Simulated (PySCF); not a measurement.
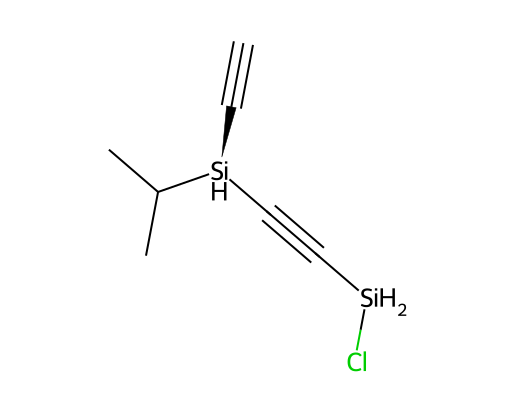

The computed structure is the end point of a GFN2-xTB optimisation. No frequency run is at hand to confirm it as a minimum. Method: PBE0/pcSseg-1, gas phase (PySCF 2.14.0).

Question: Estimate the HOMO–LUMO gap.

Answer: 6.91 eV.

Question: Give the HOMO energy (Kohn–Sham orbital) at this level.

Answer: −8.00 eV.

Question: What is the dipole moment?

Answer: 1.46 D.

The geometry is semi-empirical. Around Si such bond lengths and angles can be off by a tenth of an ångström or more and by several degrees, and values that hang on the shape move with them.
